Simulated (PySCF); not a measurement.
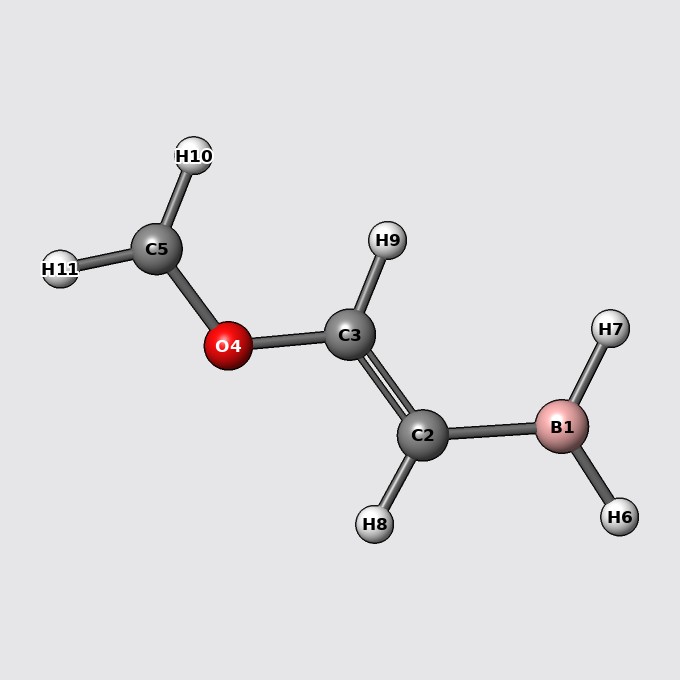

State: neutral, doublet. The computed structure is the end point of a GFN2-xTB optimisation. No frequency run is at hand to confirm it as a minimum. Properties computed with UKS B3LYP, pcH-1 on B C H O, non-relativistic (PySCF 2.14.0).

Give the isotropic hyperfine couplings (Fermi-contact term alone) of B1, C2, C3, O4, C5, H6, H7, H8, H9, H10, H11.

```json
{"atom": "B1", "isotope": "11B", "a_iso (MHz)": "0.9"}
{"atom": "C2", "isotope": "13C", "a_iso (MHz)": "3.5"}
{"atom": "C3", "isotope": "13C", "a_iso (MHz)": "−4.9"}
{"atom": "O4", "isotope": "17O", "a_iso (MHz)": "−9.0"}
{"atom": "C5", "isotope": "13C", "a_iso (MHz)": "80.5"}
{"atom": "H6", "isotope": "1H", "a_iso (MHz)": "−4.3"}
{"atom": "H7", "isotope": "1H", "a_iso (MHz)": "−4.0"}
{"atom": "H8", "isotope": "1H", "a_iso (MHz)": "−5.9"}
{"atom": "H9", "isotope": "1H", "a_iso (MHz)": "1.0"}
{"atom": "H10", "isotope": "1H", "a_iso (MHz)": "−61.1"}
{"atom": "H11", "isotope": "1H", "a_iso (MHz)": "−62.8"}
```

The geometry is semi-empirical. Around B such bond lengths and angles can be off by a tenth of an ångström or more and by several degrees, and values that hang on the shape move with them.
